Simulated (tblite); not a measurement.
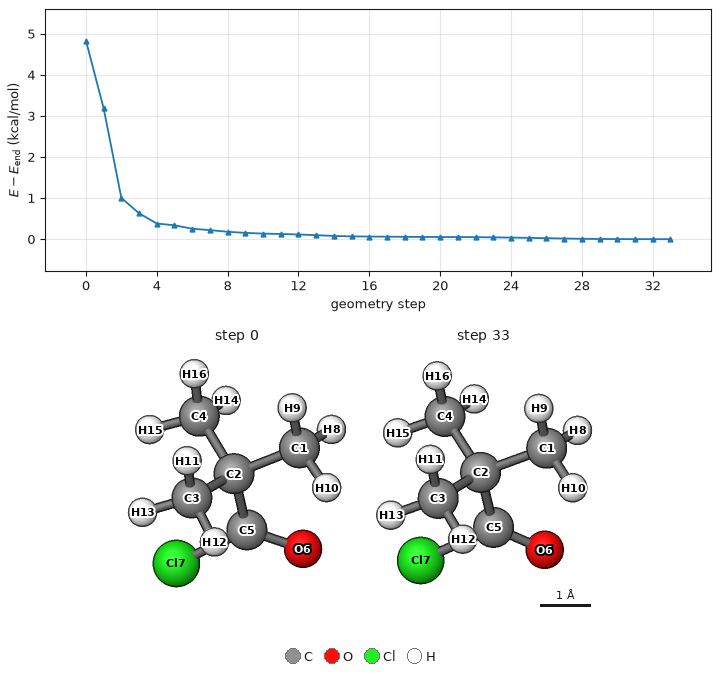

First and last geometry of a relaxation of C5H9ClO, with the history of the run. Style: ball-and-stick. Shown from a free direction.

Method: GFN2-xTB geometry optimisation, gas phase (tblite). 

### What do the curves and the structures tell?

It converged. Over 33 geometry steps the energy falls by 4.84 kcal/mol. The largest moves after the best rigid fit, 0.095 Å, are those of O6 and H15. By element the largest moves are O 0.095 Å, H 0.094 Å, Cl 0.083 Å, C 0.071 Å. Among the contacts that change: C5–O6 1.232 → 1.184 Å, C2–C5 1.550 → 1.508 Å, C5–Cl7 1.738 → 1.776 Å, C3–H12 1.108 → 1.088 Å. Among the angles between lasting bonds that change: C2–C5–O6 121.3° → 128.3°, O6–C5–Cl7 124.1° → 118.6°, C2–C4–H16 112.2° → 109.4°.
